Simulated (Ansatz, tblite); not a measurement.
# CrO2Cl2 (CrCl2O2): which spin state is lowest

Is the singlet the ground state of CrO2Cl2 (CrCl2O2)? Other spin states are computed and compared level by level.

Program: Ansatz 0.2.0, Gaussian basis. Level of theory: as each input shows. These are calculated values, not measurements.

Plan: triplet, at the geometry of the singlet (GFN1-xTB, GFN2-xTB, PBE0-D4/def2-TZVP, PBE-D4/def2-TZVP, r2SCAN-D4/def2-TZVP); the singlet's energies come from earlier runs.

### Step 1. The geometry

The singlet was relaxed beforehand with r2SCAN-D4/def2-SVP.

5 atoms, charge 0, spin multiplicity 1.

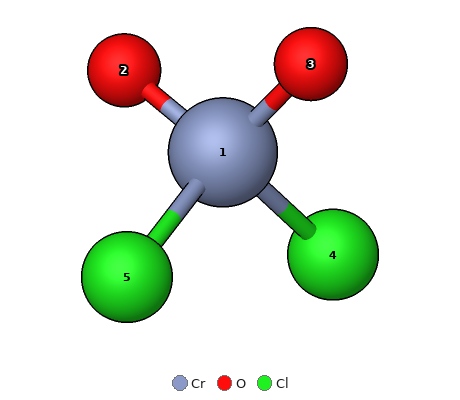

The geometry (chromium light blue, oxygen red, chlorine green); atoms are numbered from 1 in the order of the file.

Formally the metal is d0. No spin-orbit coupling is included.

### Step 2. Triplet at the fixed geometry, GFN1-xTB

Tight binding, by tblite at 300 K electronic temperature and without a spin-polarisation term:

```python
tblite.interface.Calculator('GFN1-xTB', numbers, positions, charge=0, uhf=2).singlepoint()
```

Energy -535.1786 eV; 0.009 s.

### Step 3. Triplet at the fixed geometry, GFN2-xTB

Tight binding, by tblite at 300 K electronic temperature and without a spin-polarisation term:

```python
tblite.interface.Calculator('GFN2-xTB', numbers, positions, charge=0, uhf=2).singlepoint()
```

Energy -523.4147 eV; 0.011 s.

### Step 4. Triplet at the fixed geometry, PBE0-D4/def2-TZVP

File in.yaml:

```yaml
crystal:
  periodic: [false, false, false]
  atoms:
    - {symbol: Cr, position_ang: [0.097874, -0.000451, 0.068383]}
    - {symbol: O, position_ang: [0.115170, -0.014464, 1.613109]}
    - {symbol: O, position_ang: [1.554388, 0.006690, -0.446583]}
    - {symbol: Cl, position_ang: [-0.886690, 1.753988, -0.601559]}
    - {symbol: Cl, position_ang: [-0.880742, -1.745764, -0.633350]}
basis:
  gaussian: {orbitals: def2-TZVP}
magnetization: {spin_polarized: true, initial_magnetization: 2}
hamiltonian: {xc: pbe0, dispersion: d4}
scf: {omitted_lower_state_checks: [starts]}
output: {orbitals: {seedname: orbitals}}
```

The run is started by

```sh
ansatz run in.yaml --threads 4 --pin off --events-out ev --progress --plain --max-ram 3916MiB
```

The program printed:

```text
Functional definition: PBE0
  name "PBE0"
  cite "Adamo & Barone, J. Chem. Phys. 110, 6158 (1999) doi:10.1063/1.478522"
  cite "Perdew, Burke & Ernzerhof, Phys. Rev. Lett. 77, 3865 (1996) doi:10.1103/PhysRevLett.77.3865"
  parent pbe
  parameter a = 0.25
  parameter kappa = 0.804
  parameter beta = 0.06672455060314922
  exchange = (1 - a)*pbe_x(kappa = kappa, mu = beta*pi^2/3) + a*exact_x
  correlation = pbe_c(beta = beta)
these checks for a lower state are left out or cut short: starts
1327 factors; their error is unknown
mean field evaluation 1: about -57531.1226 eV, gradient 6.0e1 eV
mean field evaluation 2: about -57301.6995 eV, gradient 2.7e2 eV
mean field evaluation 4: about -57540.7209 eV, gradient 3.0e1 eV
mean field evaluation 8: about -57544.9186 eV, gradient 6.1e-1 eV
mean field evaluation 16: about -57545.1437 eV, gradient 5.9e-3 eV
mean field evaluation 32: about -57545.1437 eV, gradient 1.5e-5 eV
mean field -57545.14372873 eV, -2114.7450265315 hartree, gradient 1.5e-5 eV, S^2 2.029659; 0 other end points of the search recorded, 0 dependent functions left out
reference -57545.14376197 eV, -2114.7450277530 hartree; 38, 36 occupied and 143, 145 virtual orbitals, 1327 factors
Total energy: -57545.30962702 eV, -2114.7511231811 hartree
Checks for a lower state left out: starts
```

Run time: 27 s. Hardware: 4 threads of Arm Neoverse N1, shared host; peak memory 1.1 GiB.

HOMO -8.28 eV, LUMO -7.36 eV (over both spins); ⟨S²⟩ 2.030 (pure: 2.00).

### Step 5. Triplet at the fixed geometry, PBE-D4/def2-TZVP

start.molden holds the orbitals of an earlier run on this state, given as this run's starting guess.

Edit in.yaml of step 4 so:

```diff
@@ -9,5 +9,5 @@
 basis:
-  gaussian: {orbitals: def2-TZVP}
+  gaussian: {orbitals: def2-TZVP, initial_orbitals: start.molden}
 magnetization: {spin_polarized: true, initial_magnetization: 2}
-hamiltonian: {xc: pbe0, dispersion: d4}
+hamiltonian: {xc: pbe, dispersion: d4}
 scf: {omitted_lower_state_checks: [starts]}
```

Same command.

The program printed:

```text
Functional definition: PBE
  name "PBE"
  cite "Perdew, Burke & Ernzerhof, Phys. Rev. Lett. 77, 3865 (1996) doi:10.1103/PhysRevLett.77.3865"
  parent pbe
  parameter kappa = 0.804
  parameter beta = 0.06672455060314922
  exchange = pbe_x(kappa = kappa, mu = beta*pi^2/3)
  correlation = pbe_c(beta = beta)
these checks for a lower state are left out or cut short: starts
1243 factors; their error is unknown
mean field evaluation 1: about -57544.8312 eV, gradient 1.1e1 eV
mean field evaluation 2: about -57545.1604 eV, gradient 6.4e-1 eV
mean field evaluation 4: about -57545.1919 eV, gradient 1.2e-3 eV
mean field evaluation 8: about -57545.1790 eV, gradient 8.0e-6 eV
mean field -57545.17896956 eV, -2114.7463216082 hartree, gradient 7.0e-6 eV, S^2 2.005316; 0 other end points of the search recorded, 0 dependent functions left out
reference -57545.17901823 eV, -2114.7463233966 hartree; 38, 36 occupied and 143, 145 virtual orbitals, 1243 factors
Total energy: -57545.37474705 eV, -2114.7535162982 hartree
Checks for a lower state left out: starts
```

Run time: 14 s. Hardware: 4 threads of Arm Neoverse N1, shared host.

Report: HOMO -5.72 eV, LUMO -8.13 eV (over both spins; with the spin held, an empty level of the minority spin lies below the top filled one); ⟨S²⟩ 2.005 (pure: 2.00).

### Step 6. Triplet at the fixed geometry, r2SCAN-D4/def2-TZVP

Edit in.yaml of step 5 so:

```diff
@@ -11,3 +11,3 @@
 magnetization: {spin_polarized: true, initial_magnetization: 2}
-hamiltonian: {xc: pbe, dispersion: d4}
+hamiltonian: {xc: r2scan, dispersion: d4}
 scf: {omitted_lower_state_checks: [starts]}
```

Same command.

The program printed:

```text
Functional definition: r2SCAN
  name "r2SCAN"
  cite "Furness, Kaplan, Ning, Perdew & Sun, J. Phys. Chem. Lett. 11, 8208 (2020) doi:10.1021/acs.jpclett.0c02405"
  cite "Furness, Kaplan, Ning, Perdew & Sun, J. Phys. Chem. Lett. 11, 9248 (2020) doi:10.1021/acs.jpclett.0c03077"
  parent r2scan
  parameter k0 = 0.174
  parameter k1 = 0.065
  parameter a1 = 4.9479
  exchange = r2scan_x(k0 = k0, k1 = k1, a1 = a1)
  correlation = r2scan_c
these checks for a lower state are left out or cut short: starts
1243 factors; their error is unknown
mean field evaluation 1: about -57560.7543 eV, gradient 7.5e0 eV
mean field evaluation 2: about -57560.8766 eV, gradient 2.7e-1 eV
mean field evaluation 4: about -57560.8687 eV, gradient 1.8e-1 eV
mean field evaluation 8: about -57560.8688 eV, gradient 1.9e-5 eV
mean field evaluation 16: about -57560.8688 eV, gradient 1.7e-6 eV
mean field -57560.86882746 eV, -2115.3229132509 hartree, gradient 1.5e-6 eV, S^2 2.013935; 0 other end points of the search recorded, 0 dependent functions left out
reference -57560.86884266 eV, -2115.3229138095 hartree; 38, 36 occupied and 143, 145 virtual orbitals, 1243 factors
Total energy: -57560.91167607 eV, -2115.3244879082 hartree
Checks for a lower state left out: starts
```

Run time: 35 s. Hardware: 4 threads of Arm Neoverse N1, shared host; peak memory 0.57 GiB.

From the report: HOMO -6.40 eV, LUMO -8.18 eV (over both spins; with the spin held, an empty level of the minority spin lies below the top filled one); ⟨S²⟩ 2.014 (pure: 2.00).

### Step 7. Triplet less singlet, vertical

The singlet's energies are those of its earlier runs, whose logs aren't repeated here.

| level | triplet less singlet, vertical (eV) | time |
| --- | --- | --- |
| GFN1-xTB | +2.464 | 0.019 s |
| GFN2-xTB | +2.677 | 0.019 s |
| PBE-D4/def2-TZVP | +2.465 | 18 s |
| r2SCAN-D4/def2-TZVP | +2.292 | 42 s |
| PBE0-D4/def2-TZVP | +1.923 | 31 s |

Times add the two runs; a level without a time comes out of a correlated run. Tight binding without a spin term can't rank spin states.

### Step 8. Outcome

| quantity | value |
| --- | --- |
| triplet less singlet, vertical, functionals in def2-TZVP | +1.923 (PBE0-D4) to +2.465 eV (PBE-D4) |

In words: All functionals put the triplet above the singlet, over a spread of 0.542 eV. The checks for a lower triplet were left out, so another state of that spin may lie lower. The singlet here is a closed shell; an open-shell singlet can lie lower. These are electronic energies, without zero-point motion, entropy or surroundings.
